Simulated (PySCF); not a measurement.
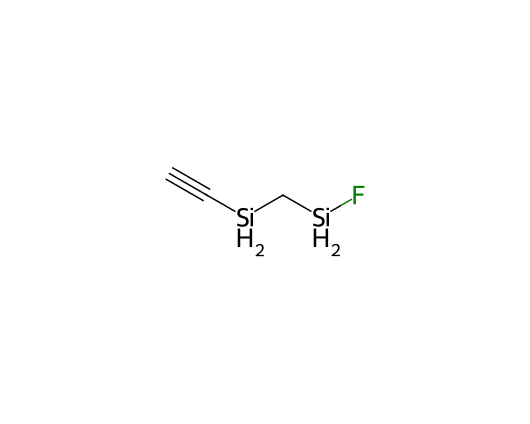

Simulated data, not a measurement (program: PySCF).

A structural formula.

**Transcribe the drawing into SMILES.**

C#C[SiH2]C[SiH2]F

**What is the molecular formula?**

C3H7FSi2.

**An optimisation with PBE0-D3(BJ)/def2-SVP gave a structure of which point group?**

C1. Other conformers may differ.
